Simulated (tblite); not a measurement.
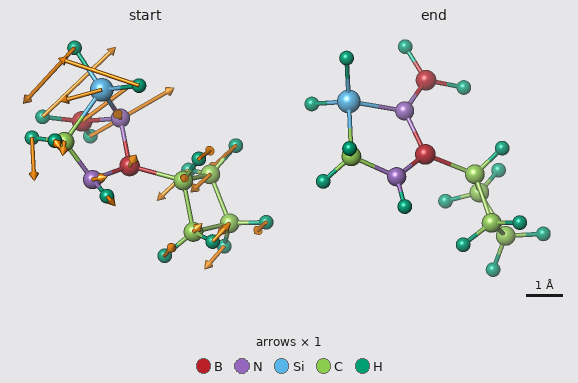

The structure of C$_{5}$H$_{14}$B$_{2}$N$_{2}$Si before (left) and after (right) a relaxation, at one scale. The orange arrows give the displacements, at their true length.

The picture is a ball-and-stick view, seen from a free direction.

Theory: GFN2-xTB geometry optimisation, gas phase (tblite 0.8.0). 

Question: Describe what moved and what it gained.

Answer: After 213 geometry steps the energy has fallen by 2.867 eV. The largest move after the best rigid fit is that of an H atom, 3.06 Å. Largest moves by element: H 3.06 Å, B 2.05 Å, Si 1.28 Å, C 0.90 Å, N 0.56 Å. Among the contacts that change: B–N 1.499 → 1.405 Å, B–N 1.479 → 1.387 Å, B–N 1.530 → 1.470 Å, C–C 1.491 → 1.546 Å. Among the angles between lasting bonds that change: Si–N–B 95.2° → 110.7°, B–N–B 110.9° → 125.9°, B–N–H 111.2° → 125.2°. Groups turn about C–Si by about 45°.
